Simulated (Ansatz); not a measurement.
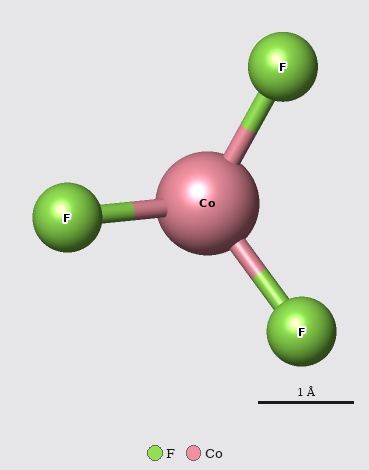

Figure 1. The input geometry (ball-and-stick view, seen at a tilt). Sticks mark near contacts. Bond lengths as drawn: Co–F 1.69 Å.

## Geometry relaxation, with input and output: CoF$_{3}$

CoF$_{3}$, SMILES [F][Co]([F])[F], computed with RKS PBE0-D4/def2-TZVPP (Ansatz 0.2.0).

The program's output:
```
The last accepted step is kept in [file] (removed where the run ends without a failure and the disk answers)
Engine: ansatz 0.2.0, x86_64-unknown-linux-gnu
Functional definition: PBE0
  parameter a = 0.25
  parameter kappa = 0.804
  parameter beta = 0.06672455060314922
  exchange = (1 - a)*pbe_x(kappa = kappa, mu = beta*pi^2/3) + a*exact_x
  correlation = pbe_c(beta = beta)
1039 factors; their error is unknown
mean field evaluation 1: about -45762.5415 eV, gradient 5.5e1 eV
mean field evaluation 2: about -45718.5455 eV, gradient 2.1e2 eV
mean field evaluation 4: about -45766.7203 eV, gradient 5.0e0 eV
mean field evaluation 8: about -45766.8279 eV, gradient 2.2e-1 eV
mean field evaluation 16: about -45766.9949 eV, gradient 2.0e-3 eV
mean field -45766.99494508 eV, -1681.9060422484 hartree, gradient 8.1e-5 eV, S^2 0.000000; 0 other end points of the search recorded, 0 dependent functions left out
the calculation of the forces begins
reference -45766.99496891 eV, -1681.9060431241 hartree; 27, 27 occupied and 130, 130 virtual orbitals, 1039 factors
relax step   1: F+E_penalty+E_count = -45767.03684851 eV  Δ(F+E_penalty+E_count) = +0.000e0 eV  max|allowed force component| = 4.591e-1 eV/Å  Δτ_max = 0.0000 Å  (46 SCF iters, accepted)
these checks for a lower state are left out or cut short: starts, cluster_reference, orbital_swaps, neighbouring_geometries, increment
1039 factors; their error is unknown
mean field evaluation 32: about -45767.0090 eV, gradient 1.8e-5 eV
mean field -45767.00902151 eV, -1681.9065595477 hartree, gradient 1.8e-5 eV, S^2 0.000000; 0 other end points of the search recorded, 0 dependent functions left out
the calculation of the forces begins
reference -45767.00904543 eV, -1681.9065604267 hartree; 27, 27 occupied and 130, 130 virtual orbitals, 1039 factors
relax step   2: F+E_penalty+E_count = -45767.05106076 eV  Δ(F+E_penalty+E_count) = -1.421e-2 eV  max|allowed force component| = 2.258e-1 eV/Å  Δτ_max = 0.0154 Å  (50 SCF iters, accepted)
these checks for a lower state are left out or cut short: starts, cluster_reference, orbital_swaps, neighbouring_geometries, increment
1039 factors; their error is unknown
mean field -45767.01338367 eV, -1681.9067198540 hartree, gradient 2.4e-5 eV, S^2 0.000000; 0 other end points of the search recorded, 0 dependent functions left out
the calculation of the forces begins
reference -45767.01340766 eV, -1681.9067207355 hartree; 27, 27 occupied and 130, 130 virtual orbitals, 1039 factors
relax step   3: F+E_penalty+E_count = -45767.05552682 eV  Δ(F+E_penalty+E_count) = -4.466e-3 eV  max|allowed force component| = 4.035e-3 eV/Å  Δτ_max = 0.0109 Å  (50 SCF iters, accepted)
these checks for a lower state are left out or cut short: starts, cluster_reference, orbital_swaps, neighbouring_geometries, increment
1039 factors; their error is unknown
mean field -45767.01339007 eV, -1681.9067200891 hartree, gradient 6.2e-5 eV, S^2 0.000000; 0 other end points of the search recorded, 0 dependent functions left out
the calculation of the forces begins
reference -45767.01341405 eV, -1681.9067209705 hartree; 27, 27 occupied and 130, 130 virtual orbitals, 1039 factors
relax step   4: F+E_penalty+E_count = -45767.05553041 eV  Δ(F+E_penalty+E_count) = -3.590e-6 eV  max|allowed force component| = 1.837e-3 eV/Å  Δτ_max = 0.0005 Å  (33 SCF iters, accepted)
1039 factors; their error is unknown
mean field evaluation 64: about -45767.0134 eV, gradient 1.1e-3 eV
```

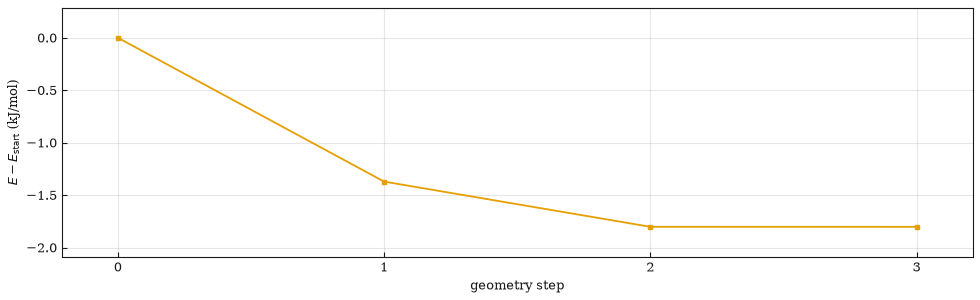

Figure 2. Progress of the relaxation, step by step (the first geometry is step 0 here and step 1 in the log).

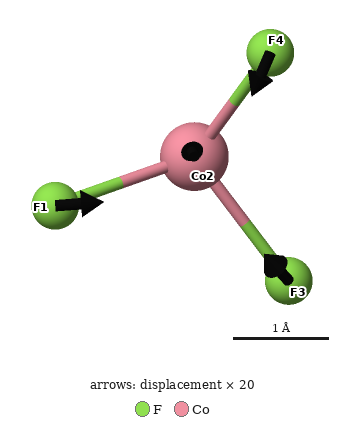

Figure 3. The starting structure with the displacements as black arrows, magnified 20 times (ball-and-stick view, seen at a tilt). The two geometries are laid on each other by the best rigid fit. The largest moves after the best rigid fit, 0.026 Å, are those of F1, F3 and F4. Largest moves by element: F 0.026 Å, Co 0.014 Å. Among the contacts that change: Co2–F3 1.693 → 1.675 Å. The energy falls by 1.80 kJ/mol in 3 geometry steps. Largest force component: 0.46 eV/Å at the start, 0.0018 eV/Å at the end. (Atoms are counted from 1 in the order of the input.)

```
mean field -45767.01339007 eV, -1681.9067200891 hartree, gradient 6.2e-5 eV, S^2 0.000000; 1 other end points of the search recorded, 0 dependent functions left out
the calculation of the forces begins
reference -45767.01341405 eV, -1681.9067209705 hartree; 27, 27 occupied and 130, 130 virtual orbitals, 1039 factors
Total energy: -45767.05555439 eV, -1681.9082695994 hartree
Atom 0 at     0.830962    -0.836896     1.076022 Å, force    -0.000387     0.000401     0.000329 eV/Å
Atom 1 at    -0.176458     0.227564     0.265998 Å, force     0.000816    -0.001007    -0.001837 eV/Å
Atom 2 at    -1.359452    -0.603122    -0.579354 Å, force    -0.000216     0.000270     0.000762 eV/Å
Atom 3 at     0.705498     1.211684    -0.762496 Å, force    -0.000213     0.000336     0.000746 eV/Å
Dipole moment:    -0.253165     0.326507     0.381294 e Å
```

Trajectory as extended XYZ (Å, eV, eV/Å), 4 frames, from step=1 to step=4:
```
4
Properties=species:S:1:pos:R:3:forces:R:3 step=1 energy=-45767.03685
F     0.8412   -0.8463    1.0978   -0.3349   0.3467  -0.3390
Co   -0.1701    0.2194    0.2566    0.1652  -0.2128  -0.2510
F    -1.3841   -0.6087   -0.5841    0.4591   0.2619   0.2618
F     0.7136    1.2349   -0.7701   -0.2894  -0.3958   0.3282
4
Properties=species:S:1:pos:R:3:forces:R:3 step=2 energy=-45767.05106
F     0.8359   -0.8417    1.0841   -0.1794   0.1878  -0.1602
Co   -0.1758    0.2267    0.2651    0.1097  -0.1413  -0.1668
F    -1.3690   -0.6063   -0.5824    0.2258   0.1445   0.1466
F     0.7095    1.2204   -0.7667   -0.1561  -0.1910   0.1805
4
Properties=species:S:1:pos:R:3:forces:R:3 step=3 energy=-45767.05553
F     0.8309   -0.8368    1.0757    0.0016  -0.0016   0.0035
Co   -0.1767    0.2278    0.2664    0.0009  -0.0012  -0.0022
F    -1.3591   -0.6031   -0.5794   -0.0040  -0.0011  -0.0004
F     0.7054    1.2113   -0.7625    0.0015   0.0038  -0.0009
4
Properties=species:S:1:pos:R:3:forces:R:3 step=4 energy=-45767.05553
F     0.8310   -0.8369    1.0760   -0.0004   0.0004   0.0003
Co   -0.1765    0.2276    0.2660    0.0008  -0.0010  -0.0018
F    -1.3595   -0.6031   -0.5794   -0.0002   0.0003   0.0008
F     0.7055    1.2117   -0.7625   -0.0002   0.0003   0.0007
```

The run was set up as follows.

Input file:
```yaml
crystal:
  periodic: [false, false, false]
  atoms:
    - { symbol: F, position_ang: [0.84122237, -0.84633182, 1.09782664] }
    - { symbol: Co, position_ang: [-0.17012598, 0.21938625, 0.25661199] }
    - { symbol: F, position_ang: [-1.38412784, -0.60869193, -0.58412194] }
    - { symbol: F, position_ang: [0.71358145, 1.2348675, -0.77014669] }
basis:
  gaussian: { orbitals: def2-TZVPP }
hamiltonian:
  xc: pbe0
  dispersion: d4
relax:
  f_tol: 0.002
  max_steps: 150
```

Launch command:
```bash
ansatz run input.yaml --threads 4 --pin off --max-ram 10240MiB --backend cpu --events-out ev --progress --plain --runs-dir out
```

Key numbers:

```json
{"quantity": "outcome", "value": "converged"}
{"quantity": "total energy", "value": "−45767.0556 eV"}
{"quantity": "mean-field energy", "value": "−45767.0134 eV"}
{"quantity": "SCF solution under orbital rotations", "value": "stable"}
{"quantity": "largest force (length of the vector) at the end", "value": "0.002 eV/Å"}
{"quantity": "hardware", "value": "4 threads of AMD EPYC (Zen 3), 64 GiB of memory available, shared host"}
{"quantity": "wall time", "value": "7.8 s (CPU time 29 s)"}
{"quantity": "peak memory", "value": "0.36 GiB"}
```
